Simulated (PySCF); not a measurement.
Input

```
{"job": {"kind": "nmr", "xc": "PBE0", "basis": "pcSseg-1"}, "charge": 0, "multiplicity": 1}
O     -0.546828     1.327799    -0.161030
Si     1.043945     1.424763    -0.631951
O      1.660588    -0.119715    -0.620115
Si     0.978660    -1.583640    -0.224191
O     -0.606867    -1.295910     0.181272
Si    -1.558588     0.064397     0.210605
O     -2.260686     0.269596     1.679730
H      1.792310     2.264044     0.339517
H      1.128249     1.980408    -2.006728
H      1.040851    -2.493773    -1.396302
H      1.688353    -2.160684     0.947190
H     -2.659709    -0.037059    -0.760872
H     -1.690133     0.342514     2.450296
```

Run with:

```sh
OMP_NUM_THREADS=1 python cluster_run.py task.json out
```

Geometry: PBE0-D3(BJ)/def2-SVP.

All numbers below come from PBE0/pcSseg-1, SCF density, gas phase, non-relativistic (PySCF 2.14.0).

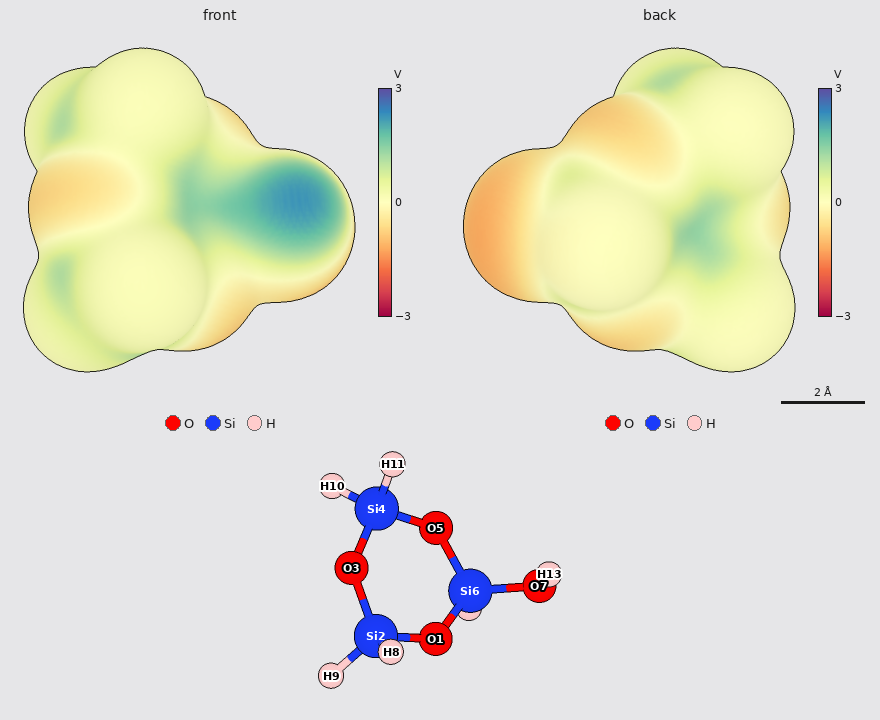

H6O4Si3 (SMILES O[SiH]1O[SiH2]O[SiH2]O1). The electrostatic potential painted on the density surface at 0.001 e/bohr³, seen from the front and from behind; the colour scale runs from red (negative) to blue (positive). The bare structure is drawn below in the same view.

Q: Which sites attract a positive test charge, and which a negative one?

A: A positive charge is drawn to the negative regions and a negative charge to the positive ones. The most negative region (about −1.2 V) lies over O7, the most positive (about +2.2 V) over H13. O7 is the likeliest acceptor of a hydrogen bond.
